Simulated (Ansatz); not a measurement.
## Na4ScBe: relaxing a made-up structure

This structure for Na4ScBe is made up. Its elements were placed in a known structure type with a cell scaled to their sizes. What cell does the guess relax to, and how far off was it?

Method: DFT, PBE, plane-wave PAW, files of the set soft_1, scalar-relativistic, no spin, cell and ions relaxed at zero pressure; PAW set soft_1, in Ansatz 0.2.0.

## 1. Set-up

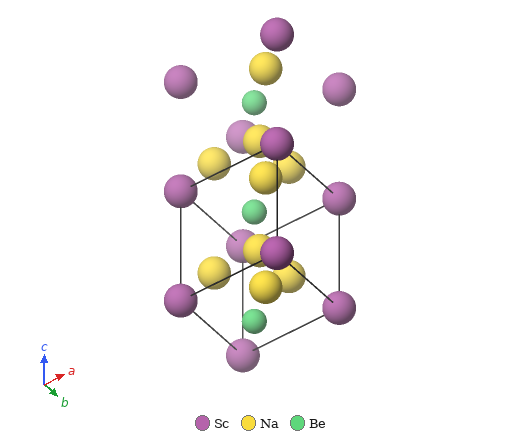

Start, viewed from a free direction; scandium purple, sodium yellow, beryllium green. 1×1×2 cells are drawn. Some periodic images of atoms are drawn too.

Coordinates:

```cif
data_structure
_symmetry_space_group_name_H-M 'P-6m2'
_symmetry_Int_Tables_number 187
_cell_length_a 6.3190
_cell_length_b 6.3190
_cell_length_c 4.6630
_cell_angle_alpha 90.000
_cell_angle_beta 90.000
_cell_angle_gamma 120.000
_cell_volume 161.25
loop_
_atom_site_label
_atom_site_type_symbol
_atom_site_symmetry_multiplicity
_atom_site_Wyckoff_symbol
_atom_site_fract_x
_atom_site_fract_y
_atom_site_fract_z
_atom_site_occupancy
Sc1 Sc 1 a 0.00000 0.00000 0.00000 1
Na1 Na 3 k 0.49065 0.98130 0.50000 1
Na2 Na 1 e 0.66667 0.33333 0.00000 1
Be1 Be 1 c 0.33333 0.66667 0.00000 1
```

## 2. Relaxation of the guess

The guessed cell has no reason to be at equilibrium. It is relaxed with the atoms, within the space group of the guess.

input.yaml reads:

```yaml
crystal:
  lattice:
    - [6.319, 0.0, 0.0]
    - [-3.1595, 5.472414527, 0.0]
    - [0.0, 0.0, 4.663]
  atoms:
    - { symbol: Sc, position: [0.0, 0.0, 0.0] }
    - { symbol: Na, position: [0.49065, 0.9813, 0.5] }
    - { symbol: Na, position: [0.49065, 0.50935, 0.5] }
    - { symbol: Na, position: [0.0187, 0.50935, 0.5] }
    - { symbol: Na, position: [0.666666667, 0.333333333, 0.0] }
    - { symbol: Be, position: [0.333333333, 0.666666667, 0.0] }
kpoints:
  mp_grid: { grid: [5, 5, 6] }
scf:
  occupations: { method: fermi_dirac, width: 0.05 }
hamiltonian:
  xc: pbe
  pseudopotentials: { kind: paw, azcp: { folder: soft_1 } }
relax:
  f_tol: 0.015
  max_steps: 70
  cell: {}
output:
  forces: true
  stress: true
```

Command:

```console
$ ansatz run input.yaml --threads 4 --pin off --max-ram 10240MiB --backend cpu --events-out ev --progress --plain --runs-dir out
```

Numbers of over 12 decimals in the logs are rounded to 6 here.

The log of the run:

```text
Engine: ansatz 0.2.0, aarch64-unknown-linux-gnu
Pseudopotentials: kind: paw
Pseudopotential: Sc, paw, valence charge 11, recommended cutoff 420 eV (normal), soft_1/Sc.paw.azcp
Pseudopotential: Na, paw, valence charge 9, recommended cutoff 420 eV (normal), soft_1/Na.paw.azcp
Pseudopotential: Be, paw, valence charge 2, recommended cutoff 420 eV (normal), soft_1/Be.paw.azcp
Functional definition: PBE
  parameter kappa = 0.804
  parameter beta = 0.066725
  exchange = pbe_x(kappa = kappa, mu = beta*pi^2/3)
  correlation = pbe_c(beta = beta)
Crystal: 6 atoms, lattice volume = 161.247 Å³
Basis set: ecut = 420 eV, 3159 PW (Γ), exchange–correlation on 90×90×64 points (8 copies of the dense FFT grid, shifted against one another)
Bands: 31, of which v1, the nominal top of the filled ones, is band 25 counted from 1 (24 counted from 0)
Symmetry: 12 space group operations
Space group: P-6m2 (ITA 187), of the structure as read, at distance tolerance 5.4e-5 Å
k-points: 20 of 150 (time reversal used)
Non-local potential: Sc, projectors of the file, l = 0: 3, l = 1: 2, l = 2: 3, l = 3: 1
Non-local potential: Na, projectors of the file, l = 0: 3, l = 1: 2, l = 2: 1
Non-local potential: Be, projectors of the file, l = 0: 2, l = 1: 2, l = 2: 1
PAW form: soft (Blöchl's): semilocal exchange-correlation on the pseudo side does not see the compensation charge
PAW one-centre angular grid: Sc, 590 points (default); XC on 64 Gauss nodes
PAW one-centre angular grid: Na, 110 points (default); XC on 64 Gauss nodes
PAW one-centre angular grid: Be, 110 points (default); XC on 64 Gauss nodes
Initial density: superposition of atomic densities (chi_scale 0.1, normalization cell, long waves kept (reshape's long-wave potential 0.00 eV rms))
Initial wavefunctions: pseudopotential atomic-orbital guess
Functional: x = pbe(κ = 0.804, μ = 0.219515), c = pbe(β = 0.066725)
SCF iter   1: F=—  HF=-8171.772967 eV  |F-HF|=—  |Δ(HF+E_count)|=         —  Δρ=3.81e-2  dr2=8.49e0  ethr=3.10e-3  ⟨swp⟩=5.8  Hψ=2358  notcnv=0
preconditioner: auto → Kerker (q_TF=auto, 2.237 Å⁻¹)  [metal: Δε(μ)=0.117 eV  Ē_g=3.353 eV  σ=0.050 eV  W_gap=0.46  n_scr=26 (ndim 8)  ℏωp=8.8 eV  f_vac=0.000  D(μ)=2.38/eV (n_scr^D=8)]
SCF iter   2: F=—  HF=-8170.379579 eV  |F-HF|=—  |Δ(HF+E_count)|=    1.39e0  Δρ=8.96e-3  dr2=3.80e-1  ethr=3.10e-3  ⟨swp⟩=3.1  Hψ=1429  notcnv=0
SCF iter   3: F=—  HF=-8170.355163 eV  |F-HF|=—  |Δ(HF+E_count)|=   2.44e-2  Δρ=7.46e-3  dr2=8.17e-2  ethr=7.76e-4  ⟨swp⟩=2.1  Hψ=786  notcnv=0
SCF iter   4: F=—  HF=-8170.367980 eV  |F-HF|=—  |Δ(HF+E_count)|=   1.28e-2  Δρ=5.79e-3  dr2=1.88e-1  ethr=1.67e-4  ⟨swp⟩=2.9  Hψ=1197  notcnv=0
SCF iter   5: F=—  HF=-8170.355665 eV  |F-HF|=—  |Δ(HF+E_count)|=   1.23e-2  Δρ=3.09e-3  dr2=5.63e-2  ethr=1.67e-4  ⟨swp⟩=2.0  Hψ=752  notcnv=0
SCF iter   6: F=—  HF=-8170.350563 eV  |F-HF|=—  |Δ(HF+E_count)|=   5.10e-3  Δρ=4.74e-4  dr2=1.25e-3  ethr=1.15e-4  ⟨swp⟩=2.0  Hψ=755  notcnv=0
SCF iter   7: F=—  HF=-8170.350453 eV  |F-HF|=—  |Δ(HF+E_count)|=   1.10e-4  Δρ=1.18e-4  dr2=4.18e-5  ethr=2.55e-6  ⟨swp⟩=2.0  Hψ=685  notcnv=0
SCF iter   8: F=—  HF=-8170.350461 eV  |F-HF|=—  |Δ(HF+E_count)|=   8.07e-6  Δρ=6.37e-5  dr2=1.50e-5  ethr=8.54e-8  ⟨swp⟩=1.4  Hψ=634  notcnv=0
SCF iter   9: F=—  HF=-8170.350460 eV  |F-HF|=—  |Δ(HF+E_count)|=   1.47e-6  Δρ=9.91e-6  dr2=2.98e-7  ethr=3.07e-8  ⟨swp⟩=1.9  Hψ=667  notcnv=0
SCF iter  10: F=-8170.350459 eV  HF=-8170.350459 eV  |F-HF|=5.31e-9  |Δ(HF+E_count)|=   4.10e-8  Δρ=1.73e-6  dr2=8.77e-9  ethr=2.04e-10  ⟨swp⟩=4.0  Hψ=2197  notcnv=0
SCF 1 converged in 10 iterations: F = -8170.350459 eV  dr2 = 8.77e-9
  greatest PAW one-centre occupation: 0.999 electrons in one spin orbital (limit 2), on the Na atom at site 3 (counted from 0), in its partial waves of l = 0
relax step   1: F+E_penalty+E_count = -8170.35045946 eV  Δ(F+E_penalty+E_count) = +0.000e0 eV  max|allowed force component| = 1.109e-2 eV/Å  Δτ_max = 0.0000 Å  P = -0.021 GPa  Ω = 161.247 Å³  (10 SCF iters, dr2 threshold 1.00e-7 eV, accepted)
Crystal: 6 atoms, lattice volume = 160.817 Å³
Basis set: ecut = 420 eV, 3119 PW (Γ), exchange–correlation on 90×90×64 points (8 copies of the dense FFT grid, shifted against one another)
Initial density: handed on by an earlier stage of this run
Initial wavefunctions: those handed on with the density
iter 1 solved again at ethr=7.39e-6 eV; its pass at ethr=3.10e-3 eV (dr2=3.62e-3 eV) is discarded
SCF iter   1: F=—  HF=-8170.482201 eV  |F-HF|=—  |Δ(HF+E_count)|=         —  Δρ=1.12e-3  dr2=3.61e-3  ethr=7.39e-6  ⟨swp⟩=2.1  Hψ=3358  notcnv=0
preconditioner: auto → Kerker (q_TF=auto, 2.238 Å⁻¹)  [metal: Δε(μ)=0.051 eV  Ē_g=2.531 eV  σ=0.050 eV  W_gap=0.25  n_scr=26 (ndim 8)  ℏωp=8.8 eV  f_vac=0.000  D(μ)=5.72/eV (n_scr^D=44)]
SCF iter   2: F=—  HF=-8170.482070 eV  |F-HF|=—  |Δ(HF+E_count)|=   1.31e-4  Δρ=6.65e-4  dr2=1.38e-3  ethr=7.36e-6  ⟨swp⟩=1.0  Hψ=620  notcnv=0
SCF iter   3: F=—  HF=-8170.482037 eV  |F-HF|=—  |Δ(HF+E_count)|=   3.29e-5  Δρ=1.67e-4  dr2=1.17e-4  ethr=2.82e-6  ⟨swp⟩=2.0  Hψ=678  notcnv=0
SCF iter   4: F=—  HF=-8170.482209 eV  |F-HF|=—  |Δ(HF+E_count)|=   1.72e-4  Δρ=7.00e-5  dr2=8.00e-6  ethr=2.38e-7  ⟨swp⟩=2.0  Hψ=696  notcnv=0
SCF iter   5: F=—  HF=-8170.482208 eV  |F-HF|=—  |Δ(HF+E_count)|=   1.27e-6  Δρ=2.88e-5  dr2=1.39e-6  ethr=1.63e-8  ⟨swp⟩=2.0  Hψ=1070  notcnv=0
SCF iter   6: F=-8170.482207 eV  HF=-8170.482208 eV  |F-HF|=4.54e-8  |Δ(HF+E_count)|=   3.26e-7  Δρ=6.27e-6  dr2=1.25e-7  ethr=1.22e-9  ⟨swp⟩=4.0  Hψ=1793  notcnv=0
SCF 2 converged in 6 iterations: F = -8170.482207 eV  dr2 = 1.25e-7
  greatest PAW one-centre occupation: 0.999 electrons in one spin orbital (limit 2), on the Na atom at site 2 (counted from 0), in its partial waves of l = 0
relax step   2: F+E_penalty+E_count = -8170.48220747 eV  Δ(F+E_penalty+E_count) = -1.317e-1 eV  max|allowed force component| = 4.447e-2 eV/Å  Δτ_max = 0.0138 Å  P = -0.222 GPa  Ω = 160.817 Å³  energy of the carried Pulay correction = +1.463e-5 eV  (6 SCF iters, dr2 threshold 6.00e-7 eV, accepted)
Crystal: 6 atoms, lattice volume = 156.217 Å³
Basis set: ecut = 420 eV, 3053 PW (Γ), exchange–correlation on 90×90×64 points (8 copies of the dense FFT grid, shifted against one another)
iter 1 solved again at ethr=7.07e-5 eV; its pass at ethr=3.10e-3 eV (dr2=3.46e-2 eV) is discarded
SCF iter   1: F=—  HF=-8170.611041 eV  |F-HF|=—  |Δ(HF+E_count)|=         —  Δρ=2.51e-3  dr2=3.46e-2  ethr=7.07e-5  ⟨swp⟩=2.0  Hψ=2920  notcnv=0
[...]
SCF 3 converged in 6 iterations: F = -8170.606193 eV  dr2 = 2.69e-7
relax step   3: F+E_penalty+E_count = -8170.60619345 eV  Δ(F+E_penalty+E_count) = -1.240e-1 eV  max|allowed force component| = 2.280e-1 eV/Å  Δτ_max = 0.0310 Å  P = +0.045 GPa  Ω = 156.217 Å³  energy of the carried Pulay correction = +1.649e-4 eV  (6 SCF iters, dr2 threshold 6.00e-7 eV, accepted)
[... from here on, the SCF cycles and remarks between the steps are left out ...]
relax step   4: F+E_penalty+E_count = -8170.54808040 eV  Δ(F+E_penalty+E_count) = +5.811e-2 eV  max|allowed force component| = 6.957e-1 eV/Å  Δτ_max = 0.1569 Å  P = +0.640 GPa  Ω = 150.320 Å³  energy of the carried Pulay correction = +3.638e-4 eV  (7 SCF iters, dr2 threshold 6.00e-7 eV, rejected (line search))
relax step   5: F+E_penalty+E_count = -8170.64612875 eV  Δ(F+E_penalty+E_count) = -3.994e-2 eV  max|allowed force component| = 4.031e-2 eV/Å  Δτ_max = 0.0376 Å  P = +0.040 GPa  Ω = 155.217 Å³  energy of the carried Pulay correction = +1.985e-4 eV  (10 SCF iters, accepted)
relax step   6: F+E_penalty+E_count = -8170.65565052 eV  Δ(F+E_penalty+E_count) = -9.522e-3 eV  max|allowed force component| = 4.594e-3 eV/Å  Δτ_max = 0.0108 Å  P = +0.106 GPa  Ω = 154.032 Å³  energy of the carried Pulay correction = +2.384e-4 eV  (6 SCF iters, dr2 threshold 6.00e-7 eV, accepted)
relax step   7: F+E_penalty+E_count = -8170.65595535 eV  Δ(F+E_penalty+E_count) = -3.048e-4 eV  max|allowed force component| = 4.290e-3 eV/Å  Δτ_max = 0.0017 Å  P = +0.037 GPa  Ω = 154.543 Å³  energy of the carried Pulay correction = +2.214e-4 eV  (6 SCF iters, dr2 threshold 6.57e-8 eV, accepted)
relax step   8: F+E_penalty+E_count = -8170.65599031 eV  Δ(F+E_penalty+E_count) = -3.496e-5 eV  max|allowed force component| = 2.920e-4 eV/Å  Δτ_max = 0.0006 Å  P = +0.002 GPa  Ω = 154.827 Å³  energy of the carried Pulay correction = +2.120e-4 eV  (6 SCF iters, dr2 threshold 7.35e-9 eV, accepted)
relax step   9: F+E_penalty+E_count = -8170.65707242 eV  Δ(F+E_penalty+E_count) = -1.082e-3 eV  max|allowed force component| = 2.932e-4 eV/Å  Δτ_max = 0.0000 Å  P = +0.020 GPa  Ω = 154.827 Å³  stress off target by 6.03e-2 GPa  SCF on the basis re-selected at this cell (its energy is not comparable with the rows above)  (8 SCF iters)
relax step  10: F+E_penalty+E_count = -8170.65713450 eV  Δ(F+E_penalty+E_count) = -6.207e-5 eV  max|allowed force component| = 2.705e-4 eV/Å  Δτ_max = 0.0003 Å  P = +0.001 GPa  Ω = 154.956 Å³  energy of the carried Pulay correction = -4.723e-6 eV  (6 SCF iters, dr2 threshold 9.08e-9 eV, accepted)
iter 1 solved again at ethr=7.73e-7 eV; its pass at ethr=3.10e-3 eV (dr2=3.79e-4 eV) is discarded
SCF iter   1: F=—  HF=-8170.657067 eV  |F-HF|=—  |Δ(HF+E_count)|=         —  Δρ=2.61e-5  dr2=3.23e-8  ethr=7.73e-7  ⟨swp⟩=2.5  Hψ=3611  notcnv=0
eigensolver tolerance schedule: the retry pair's looser diagonalisation over-reported the residual by 11711.86 of it (diagonalisation noise at an unbounded share of the residual, at the tolerance the schedule requests for it); recorded, not acted on — ethr = c·dr2/N_el stays at c = 1.0e-1
SCF iter   2: F=—  HF=-8170.657138 eV  |F-HF|=—  |Δ(HF+E_count)|=   7.06e-5  Δρ=1.32e-5  dr2=8.12e-9  ethr=6.60e-11  ⟨swp⟩=3.2  Hψ=1475  notcnv=0
SCF iter   3: F=—  HF=-8170.657140 eV  |F-HF|=—  |Δ(HF+E_count)|=   2.09e-6  Δρ=5.04e-6  dr2=1.28e-9  ethr=1.66e-11  ⟨swp⟩=2.0  Hψ=704  notcnv=0
iter 4 did not close the SCF: its close was put off for the readings that it lacked (scf_convergence_deferred on its scf_iter line)
SCF iter   4: F=-8170.657140 eV  HF=-8170.657140 eV  |F-HF|=3.09e-11  |Δ(HF+E_count)|=   3.59e-7  Δρ=1.63e-7  dr2=4.81e-11  ethr=2.62e-12  ⟨swp⟩=2.0  Hψ=713  notcnv=0
iter 5 did not close the SCF: its close was put off for the readings that it lacked (scf_convergence_deferred on its scf_iter line)
SCF iter   5: F=-8170.657140 eV  HF=-8170.657140 eV  |F-HF|=6.37e-12  |Δ(HF+E_count)|=  5.09e-11  Δρ=6.96e-8  dr2=1.38e-11  ethr=1.00e-12  ⟨swp⟩=1.0  Hψ=620  notcnv=0
iter 6 did not close the SCF: its close was put off for the readings that it lacked (scf_convergence_deferred on its scf_iter line)
SCF iter   6: F=-8170.657140 eV  HF=-8170.657140 eV  |F-HF|=4.55e-12  |Δ(HF+E_count)|=  2.73e-12  Δρ=2.94e-8  dr2=2.19e-12  ethr=1.00e-12  ⟨swp⟩=1.0  Hψ=620  notcnv=0
iter 7 did not close the SCF: its close was put off for the readings that it lacked (scf_convergence_deferred on its scf_iter line)
SCF iter   7: F=-8170.657140 eV  HF=-8170.657140 eV  |F-HF|=1.82e-12  |Δ(HF+E_count)|=    0.00e0  Δρ=6.29e-9  dr2=5.81e-14  ethr=1.00e-12  ⟨swp⟩=1.0  Hψ=620  notcnv=0
SCF iter   8: F=-8170.657140 eV  HF=-8170.657140 eV  |F-HF|=0.00e0  |Δ(HF+E_count)|=  1.82e-12  Δρ=2.10e-9  dr2=5.28e-15  ethr=1.00e-12  ⟨swp⟩=2.0  Hψ=1811  notcnv=0
SCF 11 converged in 8 iterations: F = -8170.657140 eV  dr2 = 5.28e-15
relax step  11: F+E_penalty+E_count = -8170.65714009 eV  Δ(F+E_penalty+E_count) = -5.594e-6 eV  max|allowed force component| = 2.720e-4 eV/Å  Δτ_max = 0.0000 Å  P = +0.001 GPa  Ω = 154.956 Å³  stress off target by 5.79e-3 GPa  SCF on the basis re-selected at this cell (its energy is not comparable with the rows above)  (8 SCF iters)
basis re-selected at this cell: Δ(F+E_penalty+E_count) = -5.594e-6 eV, ΔP = -0.000 GPa vs the last step (what re-selecting the basis moved, of the pressure what is left beyond the Pulay correction that the steps carried, after the strain that the cell walked since its last selection, with what the two solves' SCF thresholds leave and, on support functions, any second-order correction that the steps lacked; it is no m [...]
SCF converged after 8 iterations
Free energy (F): -8170.657140 eV
Harris-Foulkes:  -8170.657140 eV  (|F-HF|=0.00e0)
Internal energy: -8170.609751 eV  (E = F + TS)
E sigma→0 (E₀):  -8170.633445 eV
Entropy (-TS):   -0.047389 eV (-7.898 meV/atom)
Fermi energy:    3.790699 eV
--- Per-component energies (eV) ---
  E_band       = -1120.001780
  E_kinetic    = 672.346951
  E_local      = -7213.430156  (includes V_loc(G=0)·N_el)
  E_nonlocal   = 1263.068910
  E_hartree    = 2519.005405
  E_xc         = -248.014240
  E_vxc        = -308.254783  (∫ρ·V_xc dr)
  E_paw        = -2224.134951  (= ΣΔE_a)
  E_vpaw       = -571.743587  (= ΣTr[D̂ρ^β])
  E_aug_tail   = 0.000076  (compensation charges beyond the density's cutoff)
  E_ewald      = -2939.451746
  E_smearing   = -0.047389  (= −TS)
  E_closure    = -0.000000  (closes the sum)
  Σ components = -8170.657140   (vs F -8170.657140, Δ=0.00e0)
--- Forces (eV/Å), atoms counted from 1 ---
  atom   1  Sc     0.00000000    -0.00000000     0.00000000
  atom   2  Na    -0.00000000    -0.00027199     0.00000000
  atom   3  Na    -0.00023555     0.00013599     0.00000000
  atom   4  Na     0.00023555     0.00013599    -0.00000000
  atom   5  Na     0.00000000    -0.00000000    -0.00000000
  atom   6  Be    -0.00000000    -0.00000000     0.00000000
  max |Σ_I F_I| component: 2.57e-17 eV/Å
--- Stress (GPa, compression-positive) ---
       -0.001630       0.000000       0.000000
        0.000000      -0.001630       0.000000
        0.000000       0.000000       0.005788
  P = ⅓ Tr σ = 0.0008 GPa (0.008 kbar)
--- Relaxed structure (9 steps of the walk, 8 accepted, 2 SCFs on fresh bases) ---
  F+E_penalty+E_count = -8170.65714009 eV   max|allowed force component| = 2.720e-4 eV/Å   (the final SCF, on the basis selected at the relaxed cell)
  cell:  # Å, volume = 154.9559 Å³
    - [5.796742, 0, 0]
    - [-2.898371, 5.020126, 6.004078879040247e-18]
    - [0, 5.116026879191166e-18, 5.324878]
  atoms:
    - { symbol: Sc, position: [-4.910116500020143e-19, 2.0472539852817436e-19, 0] }
    - { symbol: Na, position: [0.493637, 0.987273, 0.5] }
    - { symbol: Na, position: [0.493637, 0.506363, 0.5] }
    - { symbol: Na, position: [0.012727, 0.506363, 0.5] }
    - { symbol: Na, position: [0.666667, 0.333333, 0] }
    - { symbol: Be, position: [0.333333, 0.666667, 0] }
```

Wall time 19 s (4 threads of Arm Neoverse V2, shared host); peak memory 0.47 GiB.

Step by step:

| step | energy less that of the first step (eV) | largest force component (eV/Å) | pressure (GPa) | volume (Å³) |
| --- | --- | --- | --- | --- |
| 1 | 0.0000 | 0.0111 | -0.02 | 161.25 |
| 2 | -0.1317 | 0.0445 | -0.22 | 160.82 |
| 3 | -0.2557 | 0.2280 | 0.04 | 156.22 |
| 4 | -0.1976 | 0.6957 | 0.64 | 150.32 |
| 5 | -0.2957 | 0.0403 | 0.04 | 155.22 |
| 6 | -0.3052 | 0.0046 | 0.11 | 154.03 |
| 7 | -0.3055 | 0.0043 | 0.04 | 154.54 |
| 8 | -0.3055 | 0.0003 | 0.00 | 154.83 |
| 9* | -0.3066 | 0.0003 | 0.02 | 154.83 |
| 10 | -0.3067 | 0.0003 | 0.00 | 154.96 |
| 11* | -0.3067 | 0.0003 | 0.00 | 154.96 |

Relaxation steps marked * repeat the geometry before them on a plane-wave basis chosen anew for their cell, so energy and pressure can jump there. Relaxation step 4 was tried and not accepted.

Forces are held to the 12 operations that the run works with; a distortion that breaks them can't arise in this run.

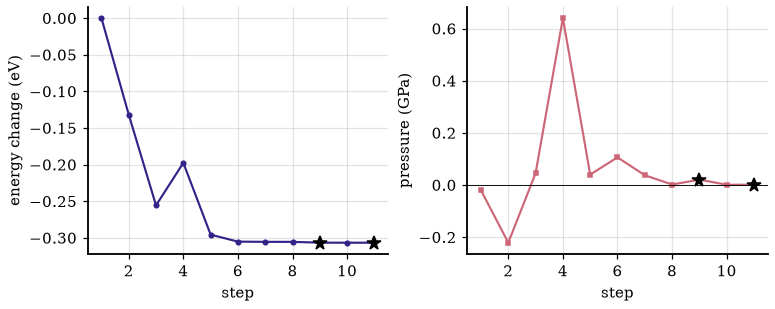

Energy and pressure along the relaxation. Stars mark steps on a basis chosen anew.

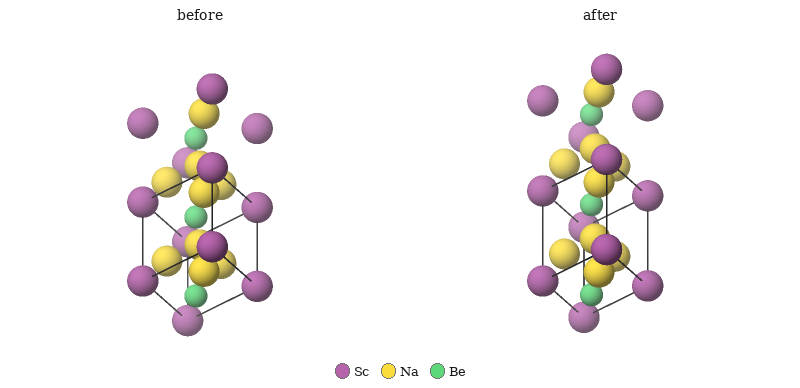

The structure before and after the relaxation, drawn at the same scale.

| cell as run | before | after | change |
| --- | --- | --- | --- |
| a (Å) | 6.319 | 5.797 | -8.3 % |
| b (Å) | 6.319 | 5.797 | -8.3 % |
| c (Å) | 4.663 | 5.325 | +14.2 % |
| volume (Å³/atom) | 26.87 | 25.83 | -3.9 % |

The atoms that moved most (Å, as changes of fractional coordinates times the final cell):

| atom | dx | dy | dz | length |
| --- | --- | --- | --- | --- |
| Na2 | 0.000 | 0.030 | 0.000 | 0.030 |
| Na4 | -0.026 | -0.015 | 0.000 | 0.030 |
| Na3 | 0.026 | -0.015 | 0.000 | 0.030 |

The relaxed structure:

```cif
data_structure
_symmetry_space_group_name_H-M 'P 1'
_symmetry_Int_Tables_number 1
_cell_length_a 5.7967
_cell_length_b 5.7967
_cell_length_c 5.3249
_cell_angle_alpha 90.000
_cell_angle_beta 90.000
_cell_angle_gamma 120.000
_cell_volume 154.96
loop_
_atom_site_label
_atom_site_type_symbol
_atom_site_fract_x
_atom_site_fract_y
_atom_site_fract_z
_atom_site_occupancy
Sc1 Sc 0.00000 0.00000 0.00000 1
Na2 Na 0.49364 0.98727 0.50000 1
Na3 Na 0.49364 0.50636 0.50000 1
Na4 Na 0.01273 0.50636 0.50000 1
Na5 Na 0.66667 0.33333 0.00000 1
Be6 Be 0.33333 0.66667 0.00000 1
```

This step gave:

```yaml
free_energy: -8170.6571 eV
energy_at_zero_smearing: -8170.6334 eV
smearing_term_ts: 0.04739 eV
fermi_energy: 3.791 eV
electrons: 49
symmetry_operations: 12
pressure: 8.43e-4 GPa
```

Shortest distances by pair of elements, guess and relaxed (not always the same contact):

| pair | guess (Å) | relaxed (Å) |
| --- | --- | --- |
| Na–Na | 2.982 | 2.788 |
| Be–Na | 2.898 | 3.111 |
| Na–Sc | 3.648 | 3.347 |
| Be–Sc | 3.648 | 3.347 |
| Sc–Sc | 4.663 | 5.325 |

The relaxation ends with a largest force component of 2.7e-4 eV/Å and a pressure of 0.00 GPa.

## 3. Outcome

- space group, relaxed: P-6m2
- conventional cell: a = 5.797, b = 5.797, c = 5.325 Å; α = 90.0°, β = 90.0°, γ = 120.0°
- volume per atom: 25.83 Å³ (guess 26.87)

**Reading.** Na4ScBe relaxes to P-6m2 with a = 5.797, b = 5.797 and c = 5.325 Å. The guessed volume was 4 % too large. The space group P-6m2 was held in the relaxation, so the end point is a stationary structure within it and may be a saddle against distortions or other arrangements. Mesh and cutoff weren't tested. A vector of the cell changed its length by 14 %, more than the volume shows. No dispersion term is used, so weakly bound directions may come out too long. Nothing here tests whether the compound is stable against decomposition.

[Logs are printed without paths, hosts, clocks, repeated set-up lines and the standing remarks that a program may print on its own settings, such as how far it seeks lower states.]

[Hosts, paths, dates, database ids (printed as entryN), source tags and the programs' standing remarks are cut or masked in the printed files.]
